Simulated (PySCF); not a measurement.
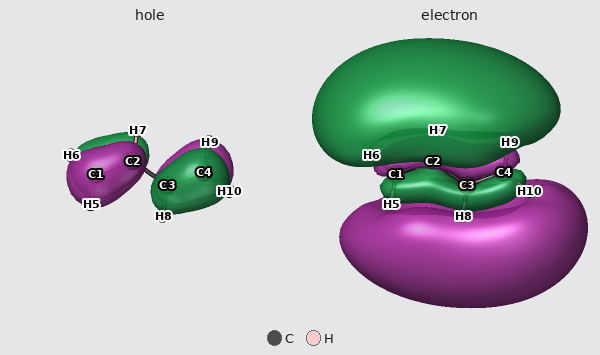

C4H6, SMILES `C=CC=C`. Leading natural transition orbital pair of S₃ (TDA singlet states); the surfaces enclose about 85 % of each orbital's density.

Method: B3LYP/6-311+G**; geometry: GFN2-xTB; program: PySCF. No frequency check shows the geometry to be a minimum.

Question: What kind of excitation is it, and where does it lie?

Answer: 6.39 eV (194 nm), f = 0.003, π → diffuse (Rydberg-like) orbital; the leading pair carries 100 %; hole on C1 and C4 (28 % each) and C2 and C3 (16 % each), electron on H7 and H8 (16 % each), C2 and C3 (12 % each) and C1 and C4 (9 % each) (atom shares of so diffuse an orbital are rough); their centroids lie 0.0 Å apart; S₄ lies within 0.1 eV of it. In canonical orbitals it is mainly HOMO → LUMO+3 (98 %). The HOMO–LUMO gap is 5.53 eV.
